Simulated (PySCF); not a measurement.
# C4H10GeO: electronic excitations

What electronic excitations should C4H10GeO (`CO[C]1([GeH3])CC1`) show?

Computed with PySCF 2.14.0, with density-fitted response routines of our own, on a single molecule in the gas phase. Atoms count from 0, in the outputs and in this text.

## (1) The starting structure

16 atoms, charge 0, multiplicity 1; geometry from: GFN2-xTB.

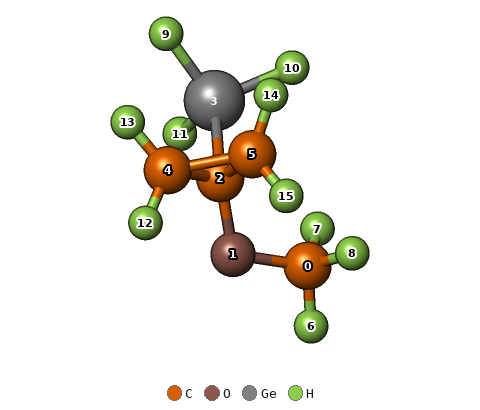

The starting geometry (carbon orange, oxygen brown, germanium grey, hydrogen green), atoms numbered.

## (2) TDDFT and polarisability: CAM-B3LYP/def2-SVPD

The job: settings as JSON, then the geometry in Å.

```
{"job": {"kind": "uv", "xc": "CAM-B3LYP", "basis": "def2-SVPD", "nstates": 8, "ntriplets": 3}, "charge": 0, "multiplicity": 1}
C      1.989685     0.617447     0.226093
O      1.129448     0.194046    -0.799958
C     -0.144439    -0.154951    -0.332934
Ge    -1.246896     1.345968     0.325520
C     -0.808558    -1.267253    -1.086374
C     -0.312246    -1.510119     0.302362
H      2.938215     0.868382    -0.244862
H      1.588903     1.506346     0.734213
H      2.144786    -0.171464     0.971041
H     -2.694840     1.001443     0.181322
H     -1.026986     1.631169     1.783740
H     -0.970765     2.602696    -0.433221
H     -0.250748    -1.703557    -1.900528
H     -1.874496    -1.211146    -1.256809
H     -1.035291    -1.613079     1.100467
H      0.566629    -2.126984     0.418520
```

With the program's defaults for keys left out, this is: TDDFT CAM-B3LYP/def2-SVPD, vertical, gas phase, core orbitals frozen in the response.

The run is started by

```
$ OMP_NUM_THREADS=1 python probes_run.py task.json out
```

One launch serves the whole session: the jobs run in the order shown.

What will the session give for the following? lowest singlet (CAM-B3LYP/def2-SVPD); brightest single state of those computed; lowest triplet; surface potential, least and greatest. Wanted: lowest singlet; brightest single state of those computed; lowest triplet; surface potential, least and greatest.

As calculated:

| quantity | value |
| --- | --- |
| lowest singlet (CAM-B3LYP/def2-SVPD) | 6.90 eV (180 nm), f = 0.001 |
| brightest single state of those computed | state 2, 7.32 eV, f = 0.132 |
| lowest triplet | 6.68 eV |
| surface potential, least and greatest | -1.37 V and 0.83 V |

**Reading.** The first singlet state (HOMO→LUMO 0.62, HOMO→LUMO+1 0.30) lies at 6.90 eV and is dark; of the 8 states computed, the strongest absorption comes from state 2 at 7.32 eV (the last state computed is bright too, and its partners may lie past the list). The lowest triplet lies 0.22 eV below the lowest singlet (triplets in Tamm-Dancoff, singlets in full TDDFT).
